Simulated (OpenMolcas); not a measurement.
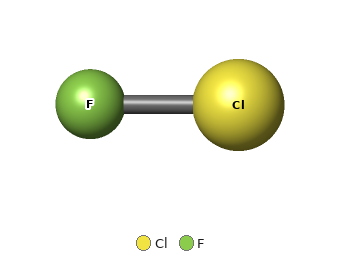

The molecule at the reference distance of 1.560 Å.

ClF⁺: relativistic diatomic calculation (part 1 of 2)

ClF⁺. Computed at this level: SA-CASSCF(9,6)/XMS-CASPT2 + RASSI spin-orbit (X2C scalar, AMFI), ANO-RCC-VTZP (OpenMolcas).

## Output (extracts)
```
++    Wave function specifications:
      Number of closed shell electrons          16
      Number of electrons in active shells       9
      Number of inactive orbitals                8
      Number of active orbitals                  6
      Number of secondary orbitals              50
      Spin quantum number                      0.5
      State symmetry                             2
++    Orbital specifications:
      Symmetry species                           1   2
                                                 a   b
      Frozen orbitals                            0   0
      Inactive orbitals                          6   2
      Active orbitals                            2   4
      RAS2 orbitals                              2   4
      Secondary orbitals                        26  24
      Number of basis functions                 34  30
      printout of CI-coefficients larger than  0.15 for root  1
      energy=    -560.015820
      conf/sym  11 2222     Coeff  Weight
            25  ud 22u2  -0.18899 0.03572
            28  02 22u2  -0.19513 0.03808
            35  02 u222   0.94684 0.89650
      printout of CI-coefficients larger than  0.15 for root  2
      energy=    -560.015820
      conf/sym  11 2222     Coeff  Weight
            24  ud 222u   0.18899 0.03572
            27  02 222u   0.19513 0.03808
            29  02 2u22  -0.94684 0.89650
      printout of CI-coefficients larger than  0.15 for root  3
      energy=    -559.831875
      conf/sym  11 2222     Coeff  Weight
            26  ud 2u22   0.27492 0.07558
            27  02 222u  -0.92576 0.85704
            29  02 2u22  -0.21621 0.04675
      printout of CI-coefficients larger than  0.15 for root  4
      energy=    -559.831875
      conf/sym  11 2222     Coeff  Weight
            28  02 22u2   0.92576 0.85704
            34  ud u222  -0.27492 0.07558
            35  02 u222   0.21621 0.04675
      Natural orbitals and occupation numbers for root  1
      sym 1:   0.071401   1.932480
      sym 2:   1.027813   1.997962   1.970987   1.999356
      Natural orbitals and occupation numbers for root  2
      sym 1:   0.071401   1.932480
      sym 2:   1.997962   1.027813   1.999356   1.970987
      Natural orbitals and occupation numbers for root  3
      sym 1:   0.094888   1.915944
      sym 2:   1.995198   1.921890   1.999511   1.072569
      Natural orbitals and occupation numbers for root  4
      sym 1:   0.094888   1.915944
      sym 2:   1.921890   1.995198   1.072569   1.999511
      RASSCF energy for state  4                   -559.83187462
::    RASSCF root number  1 Total energy:   -560.01581979
::    RASSCF root number  2 Total energy:   -560.01581979
::    RASSCF root number  3 Total energy:   -559.83187462
::    RASSCF root number  4 Total energy:   -559.83187462
      Von Neumann Entropy (Root   1) =  0.73579
++    Wave function specifications:
      Number of closed shell electrons           4
      Number of electrons in active shells       9
      Number of inactive orbitals                2
      Number of active orbitals                  6
      Number of secondary orbitals              50
      Spin quantum number                      0.5
      State symmetry                             2
      Number of CSFs                            36
      Number of CASSCF root(s) available         4
      CASPT2 state passed to geometry opt.       4
      A file JOBMIX will be created
      This is a MULTI-STATE CASSCF reference
      Number of CI roots used                    4
      These are:                                 1   2   3   4
      Off-diagonal elements of Heff are computed
  FINAL CASPT2 RESULT:
      Reference energy:        -560.0158197935
      E2 (Non-variational):      -0.3826824287
      Shift correction:          -0.0015235777
      E2 (Variational):          -0.3842060064
      Total energy:            -560.4000257999
      Reference weight:           0.90895
  FINAL CASPT2 RESULT:
      Reference energy:        -560.0158197933
      E2 (Non-variational):      -0.3826824306
      Shift correction:          -0.0015235778
      E2 (Variational):          -0.3842060083
      Total energy:            -560.4000258017
      Reference weight:           0.90895
  FINAL CASPT2 RESULT:
      Reference energy:        -559.8318746173
      E2 (Non-variational):      -0.3788223077
      Shift correction:          -0.0016204263
      E2 (Variational):          -0.3804427339
      Total energy:            -560.2123173512
      Reference weight:           0.90747
  FINAL CASPT2 RESULT:
      Reference energy:        -559.8318746171
      E2 (Non-variational):      -0.3788223010
      Shift correction:          -0.0016204253
      E2 (Variational):          -0.3804427264
      Total energy:            -560.2123173435
      Reference weight:           0.90747
       Total XMS-CASPT2 energies:
::    XMS-CASPT2 Root  1     Total energy:   -560.39951641
::    XMS-CASPT2 Root  2     Total energy:   -560.39951641
::    XMS-CASPT2 Root  3     Total energy:   -560.21282674
::    XMS-CASPT2 Root  4     Total energy:   -560.21282673
++    Wave function specifications:
      Number of closed shell electrons          16
      Number of electrons in active shells       9
      Number of inactive orbitals                8
      Number of active orbitals                  6
      Number of secondary orbitals              50
      Spin quantum number                      1.5
      State symmetry                             1
      printout of CI-coefficients larger than  0.15 for root  1
      energy=    -559.881086
      conf/sym  11 2222     Coeff  Weight
             4  u2 22uu  -0.22815 0.05205
            12  u2 uu22   0.94520 0.89341
      printout of CI-coefficients larger than  0.15 for root  2
      energy=    -559.762983
      conf/sym  11 2222     Coeff  Weight
             6  u2 2uu2  -0.69726 0.48617
            10  u2 u22u  -0.69726 0.48617
      printout of CI-coefficients larger than  0.15 for root  3
      energy=    -559.762983
      conf/sym  11 2222     Coeff  Weight
             5  u2 2u2u   0.69726 0.48617
            11  u2 u2u2  -0.69726 0.48617
      printout of CI-coefficients larger than  0.15 for root  4
      energy=    -559.759362
      conf/sym  11 2222     Coeff  Weight
             6  u2 2uu2   0.70650 0.49915
            10  u2 u22u  -0.70650 0.49915
      Natural orbitals and occupation numbers for root  1
      sym 1:   1.035703   1.964297
      sym 2:   1.069121   1.069121   1.930879   1.930879
      Natural orbitals and occupation numbers for root  2
      sym 1:   1.000000   2.000000
      sym 2:   1.500000   1.500000   1.500000   1.500000
      Natural orbitals and occupation numbers for root  3
      sym 1:   1.000000   2.000000
      sym 2:   1.500000   1.500000   1.500000   1.500000
      Natural orbitals and occupation numbers for root  4
      sym 1:   1.000000   2.000000
      sym 2:   1.500000   1.500000   1.500000   1.500000
      RASSCF energy for state  4                   -559.75936232
::    RASSCF root number  1 Total energy:   -559.88108594
::    RASSCF root number  2 Total energy:   -559.76298325
::    RASSCF root number  3 Total energy:   -559.76298325
::    RASSCF root number  4 Total energy:   -559.75936232
      Von Neumann Entropy (Root   1) =  1.58117
++    Wave function specifications:
      Number of closed shell electrons           4
      Number of electrons in active shells       9
      Number of inactive orbitals                2
      Number of active orbitals                  6
      Number of secondary orbitals              50
      Spin quantum number                      1.5
      State symmetry                             1
      Number of CSFs                            12
      Number of CASSCF root(s) available         4
      CASPT2 state passed to geometry opt.       4
      A file JOBMIX will be created
      This is a MULTI-STATE CASSCF reference
      Number of CI roots used                    4
      These are:                                 1   2   3   4
      Off-diagonal elements of Heff are computed
  FINAL CASPT2 RESULT:
      Reference energy:        -559.8810859367
      E2 (Non-variational):      -0.3980855847
      Shift correction:          -0.0019925144
      E2 (Variational):          -0.4000780991
      Total energy:            -560.2811640358
      Reference weight:           0.89895
  FINAL CASPT2 RESULT:
      Reference energy:        -559.7629832456
      E2 (Non-variational):      -0.3739922099
      Shift correction:          -0.0014385487
      E2 (Variational):          -0.3754307586
      Total energy:            -560.1384140041
      Reference weight:           0.91095
  FINAL CASPT2 RESULT:
      Reference energy:        -559.7629832456
      E2 (Non-variational):      -0.3675351815
      Shift correction:          -0.0012986901
      E2 (Variational):          -0.3688338716
      Total energy:            -560.1318171171
      Reference weight:           0.91511
  FINAL CASPT2 RESULT:
      Reference energy:        -559.7593623242
      E2 (Non-variational):      -0.3739924652
      Shift correction:          -0.0014385531
      E2 (Variational):          -0.3754310182
      Total energy:            -560.1347933424
      Reference weight:           0.91095
       Total XMS-CASPT2 energies:
::    XMS-CASPT2 Root  1     Total energy:   -560.28116407
::    XMS-CASPT2 Root  2     Total energy:   -560.13827822
::    XMS-CASPT2 Root  3     Total energy:   -560.13492915
::    XMS-CASPT2 Root  4     Total energy:   -560.13181707
++    Wave function specifications:
      Number of closed shell electrons          16
      Number of electrons in active shells       9
      Number of inactive orbitals                8
      Number of active orbitals                  6
      Number of secondary orbitals              50
      Spin quantum number                      0.5
      State symmetry                             1
      printout of CI-coefficients larger than  0.15 for root  1
      energy=    -559.830414
      conf/sym  11 2222     Coeff  Weight
            10  u2 2220  -0.20716 0.04292
            15  u2 2202   0.20716 0.04292
            18  u2 2022   0.65860 0.43375
            32  u2 0222  -0.65860 0.43375
      printout of CI-coefficients larger than  0.15 for root  2
      energy=    -559.830414
      conf/sym  11 2222     Coeff  Weight
            13  u2 22ud  -0.25372 0.06437
            24  u2 du22   0.46570 0.21688
            30  u2 ud22   0.80661 0.65063
      printout of CI-coefficients larger than  0.15 for root  3
      energy=    -559.811879
      conf/sym  11 2222     Coeff  Weight
            11  u2 22du  -0.18871 0.03561
            24  u2 du22   0.80818 0.65316
            30  u2 ud22  -0.46660 0.21772
      printout of CI-coefficients larger than  0.15 for root  4
      energy=    -559.810561
      conf/sym  11 2222     Coeff  Weight
            10  u2 2220   0.23895 0.05710
            15  u2 2202   0.23895 0.05710
            18  u2 2022  -0.63287 0.40052
            32  u2 0222  -0.63287 0.40052
            34  0u 2222  -0.18416 0.03392
      printout of CI-coefficients larger than  0.15 for root  5
      energy=    -559.772390
      conf/sym  11 2222     Coeff  Weight
            34  0u 2222  -0.96207 0.92557
      printout of CI-coefficients larger than  0.15 for root  6
      energy=    -559.741630
      conf/sym  11 2222     Coeff  Weight
            16  u2 2du2  -0.30241 0.09145
            17  u2 2ud2  -0.62180 0.38664
            22  u2 d22u   0.30241 0.09145
            28  u2 u22d   0.62180 0.38664
      Natural orbitals and occupation numbers for root  1
      sym 1:   1.031515   1.968485
      sym 2:   1.107717   1.107717   1.892283   1.892283
      Natural orbitals and occupation numbers for root  2
      sym 1:   1.031515   1.968485
      sym 2:   1.107717   1.107717   1.892283   1.892283
      Natural orbitals and occupation numbers for root  3
      sym 1:   1.047286   1.952714
      sym 2:   1.084697   1.084697   1.915303   1.915303
      Natural orbitals and occupation numbers for root  4
      sym 1:   0.992652   1.935568
      sym 2:   1.174555   1.174555   1.861335   1.861335
      Natural orbitals and occupation numbers for root  5
      sym 1:   0.075572   1.058832
      sym 2:   1.953600   1.953600   1.979198   1.979198
      Natural orbitals and occupation numbers for root  6
      sym 1:   1.014711   1.985289
      sym 2:   1.479331   1.479331   1.520669   1.520669
      RASSCF energy for state  6                   -559.74162979
::    RASSCF root number  1 Total energy:   -559.83041436
::    RASSCF root number  2 Total energy:   -559.83041436
::    RASSCF root number  3 Total energy:   -559.81187946
::    RASSCF root number  4 Total energy:   -559.81056053
::    RASSCF root number  5 Total energy:   -559.77239028
::    RASSCF root number  6 Total energy:   -559.74162979
      Von Neumann Entropy (Root   1) =  1.61059
++    Wave function specifications:
      Number of closed shell electrons           4
      Number of electrons in active shells       9
      Number of inactive orbitals                2
      Number of active orbitals                  6
      Number of secondary orbitals              50
      Spin quantum number                      0.5
      State symmetry                             1
      Number of CSFs                            34
      Number of CASSCF root(s) available         6
      CASPT2 state passed to geometry opt.       6
      A file JOBMIX will be created
      This is a MULTI-STATE CASSCF reference
      Number of CI roots used                    6
      These are:                                 1   2   3   4   5   6
      Off-diagonal elements of Heff are computed
  FINAL CASPT2 RESULT:
      Reference energy:        -559.8304143572
      E2 (Non-variational):      -0.3969130068
      Shift correction:          -0.0018606479
      E2 (Variational):          -0.3987736546
      Total energy:            -560.2291880118
      Reference weight:           0.90052
  FINAL CASPT2 RESULT:
      Reference energy:        -559.8304143572
      E2 (Non-variational):      -0.3968382911
      Shift correction:          -0.0018573583
      E2 (Variational):          -0.3986956494
      Total energy:            -560.2291100066
      Reference weight:           0.90056
  FINAL CASPT2 RESULT:
      Reference energy:        -559.8118794613
      E2 (Non-variational):      -0.4100965503
      Shift correction:          -0.0021787033
      E2 (Variational):          -0.4122752535
      Total energy:            -560.2241547148
      Reference weight:           0.89367
  FINAL CASPT2 RESULT:
      Reference energy:        -559.8105605271
      E2 (Non-variational):      -0.3932994294
      Shift correction:          -0.0019503091
      E2 (Variational):          -0.3952497385
      Total energy:            -560.2058102656
      Reference weight:           0.90087
  FINAL CASPT2 RESULT:
      Reference energy:        -559.7723902816
      E2 (Non-variational):      -0.3966375971
      Shift correction:          -0.0019785061
      E2 (Variational):          -0.3986161032
      Total energy:            -560.1710063848
      Reference weight:           0.89828
  FINAL CASPT2 RESULT:
      Reference energy:        -559.7416297861
      E2 (Non-variational):      -0.3757335421
      Shift correction:          -0.0014850846
      E2 (Variational):          -0.3772186267
      Total energy:            -560.1188484128
      Reference weight:           0.91026
       Total XMS-CASPT2 energies:
::    XMS-CASPT2 Root  1     Total energy:   -560.22918917
::    XMS-CASPT2 Root  2     Total energy:   -560.22910884
::    XMS-CASPT2 Root  3     Total energy:   -560.22233222
::    XMS-CASPT2 Root  4     Total energy:   -560.20438842
::    XMS-CASPT2 Root  5     Total energy:   -560.17242823
::    XMS-CASPT2 Root  6     Total energy:   -560.12067091
  SPIN-FREE ENERGIES:
  (Shifted by EMIN (a.u.) =       -560.3995164141)
 SF State       Relative EMIN(au)   Rel lowest level(eV)    D:o, cm**(-1)      Abs_M
     1             0.0000000000        0.0000000000              0.0000         1.0
     2             0.0000000005        0.0000000140              0.0001         1.0
     5             0.1183523444        3.2205313563          25975.3372         0.0
     9             0.1703272392        4.6348402947          37382.5080         2.0
    10             0.1704075706        4.6370262219          37400.1387         2.0
    11             0.1771841951        4.8214275697          38887.4359         0.0
     3             0.1866896720        5.0800847737          40973.6469         1.0
     4             0.1866896875        5.0800851934          40973.6503         1.0
    12             0.1951279956        5.3097032553          42825.6449         0.0
    13             0.2270881821        6.1793842348          49840.0951         0.0
     6             0.2612381977        7.1086535009          57335.1571         2.0
     7             0.2645872678        7.1997863412          58070.1931         0.0
     8             0.2676993468        7.2844703233          58753.2155         2.0
    14             0.2788455055        7.5877727527          61199.5145         0.0
```

(Continued in part 2.) Outcome of the run: converged; components of a degenerate state are split by 18 cm⁻¹.
